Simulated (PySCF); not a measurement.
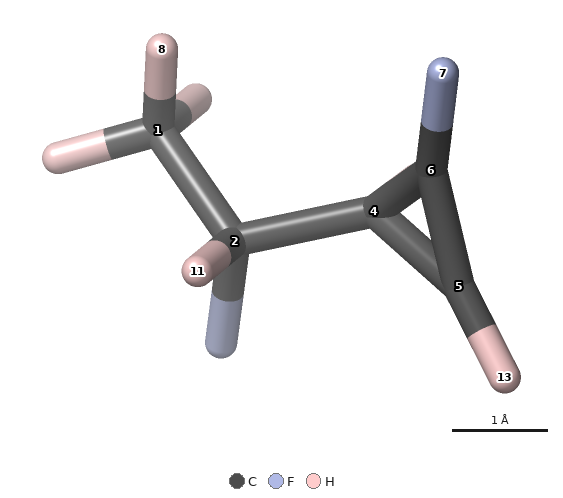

Figure 1. The structure as given in the input (stick view, seen at a tilt; atoms are numbered from 1 in the order of the input). Bond lengths as drawn: C–C 1.29 to 1.54 Å, C–F 1.30 to 1.38 Å and C–H 1.08 to 1.11 Å.

## Run report: C$_{5}$H$_{6}$F$_{2}$, core-level calculation

- system: C$_{5}$H$_{6}$F$_{2}$
- method: delta-SCF UKS HF, pcX-2 on the ionised atom, pcseg-1 elsewhere, spin-free X2C (PySCF 2.14.0)

Figures and captions count atoms from 1; the log counts them from 0 in places.

## Output
```
ground state, core basis on atom 0 (C), 159 functions
  cycle   1  E = -391.60805674  |g| = 7.04e-01
  cycle   2  E = -391.70883074  |g| = 3.94e-01
  cycle   3  E = -391.73781915  |g| = 7.96e-02
  cycle   4  E = -391.73985404  |g| = 1.85e-02
  cycle   5  E = -391.73997471  |g| = 4.37e-03
  cycle   6  E = -391.73998607  |g| = 1.71e-03
  cycle   7  E = -391.73998763  |g| = 6.54e-04
  cycle   8  E = -391.73998787  |g| = 2.60e-04
  E(ground) = -391.73998787 Eh
hole in C 1s of atom 0
  cycle   1  E = -380.50506692  |g| = 1.49e+00
  cycle   2  E = -380.87238603  |g| = 7.31e-01
[... 7 cycles left out ...]
  E(ion) = -381.05023554 Eh   <S^2> = 0.7844   hole on atom = 1.000   binding energy = 290.883 eV
ground state, core basis on atom 1 (C), 159 functions
[... 5 cycles left out ...]
  E(ground) = -391.74731428 Eh
hole in C 1s of atom 1
[... 11 cycles left out ...]
  E(ion) = -380.97983347 Eh   <S^2> = 0.7995   hole on atom = 1.000   binding energy = 292.998 eV
ground state, core basis on atom 2 (F), 159 functions
[... 5 cycles left out ...]
  E(ground) = -391.79422116 Eh
hole in F 1s of atom 2
[... 8 cycles left out ...]
  E(ion) = -366.39525586 Eh   <S^2> = 0.7615   hole on atom = 1.000   binding energy = 691.141 eV
ground state, core basis on atom 3 (C), 159 functions
[... 5 cycles left out ...]
  E(ground) = -391.74531963 Eh
hole in C 1s of atom 3
[... 11 cycles left out ...]
  E(ion) = -381.03023899 Eh   <S^2> = 0.7994   hole on atom = 1.000   binding energy = 291.572 eV
ground state, core basis on atom 4 (C), 159 functions
[... 5 cycles left out ...]
  E(ground) = -391.74499762 Eh
hole in C 1s of atom 4
[... 13 cycles left out ...]
  E(ion) = -381.05258782 Eh   <S^2> = 0.9124   hole on atom = 1.000   binding energy = 290.955 eV
ground state, core basis on atom 5 (C), 159 functions
[... 5 cycles left out ...]
  E(ground) = -391.75041146 Eh
hole in C 1s of atom 5
[... 13 cycles left out ...]
  E(ion) = -380.97105392 Eh   <S^2> = 1.0493   hole on atom = 1.000   binding energy = 293.321 eV
ground state, core basis on atom 6 (F), 159 functions
[... 5 cycles left out ...]
  E(ground) = -391.79622247 Eh
hole in F 1s of atom 6
[... 6 cycles left out ...]
  cycle   7  E = -366.32270412  |g| = 2.72e-03
  cycle   8  E = -366.32272235  |g| = 1.99e-03
  cycle   9  E = -366.32273578  |g| = 1.83e-03
  cycle  10  E = -366.32274922  |g| = 1.76e-03
  cycle  11  E = -366.32277362  |g| = 1.70e-03
  cycle  12  E = -366.32281405  |g| = 1.62e-03
  cycle  13  E = -366.32288687  |g| = 1.46e-03
  cycle  14  E = -366.32298506  |g| = 1.10e-03
  cycle  15  E = -366.32303172  |g| = 4.12e-04
  cycle  16  E = -366.32302924  |g| = 4.03e-04
  E(ion) = -366.32302924 Eh   <S^2> = 0.8114   hole on atom = 1.000   binding energy = 693.161 eV
```

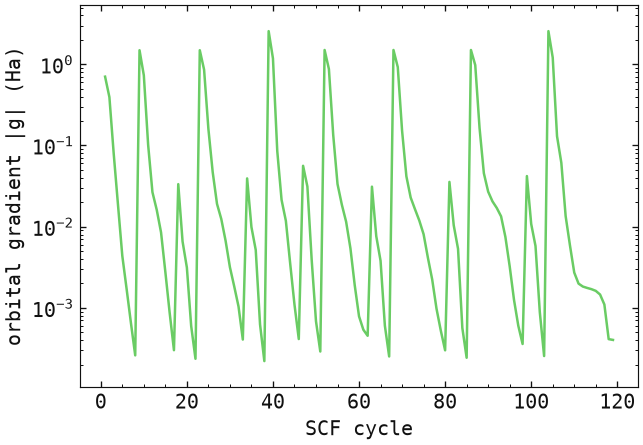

Figure 2. Convergence of the self-consistent field: orbital gradient |g| against the SCF cycle. All cycles printed in the log are drawn one after another.

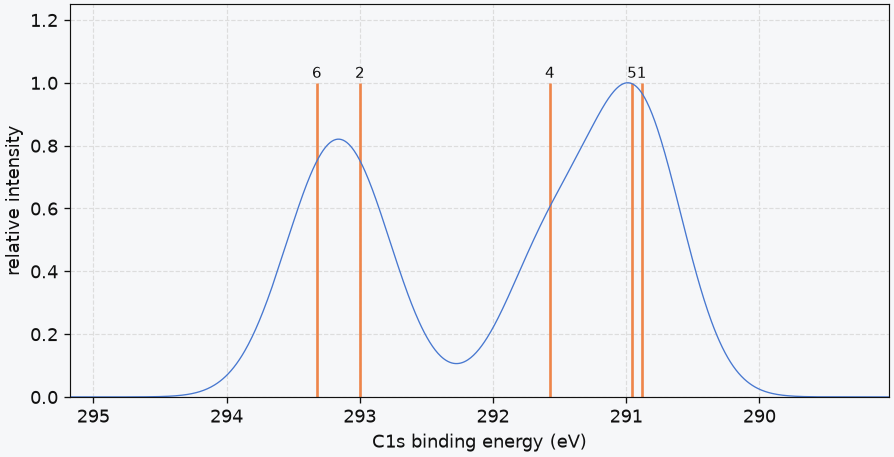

Figure 3. C1s binding energies by ΔSCF of the atoms computed, labelled by atom number, with a Gaussian envelope of 0.8 eV full width. They run from 290.88 eV (atom 1) to 293.32 eV (atom 6).

This output came from the following input.

## The input
```
{"job": {"kind": "xps", "xc": "HF"}, "charge": 0, "multiplicity": 1}
C     -1.306308     0.952162    -0.781747
C     -0.573897     0.398401     0.417870
F     -1.507184    -0.036869     1.343306
C      0.332734    -0.760205     0.078998
C      1.531191    -1.118487     0.981919
C      1.768182    -0.586566    -0.168291
F      2.634195    -0.173365    -1.051577
H     -0.594857     1.362657    -1.513543
H     -1.891382     0.159100    -1.272266
H     -1.996941     1.751031    -0.475670
H      0.026287     1.189461     0.904765
H     -0.211730    -1.584275    -0.417703
H      1.804715    -1.560854     1.933488
```

The first line tells a small driver script what to run in PySCF; the rest is the geometry in Å.

Launch command:
```bash
OMP_NUM_THREADS=1 python <driver script> task.json out
```

## Summary

- outcome: converged
- hardware: 1 CPU thread, shared host
- wall time: 46 s
- peak memory: 0.51 GiB

## Notes

The core-hole state is spin-contaminated.
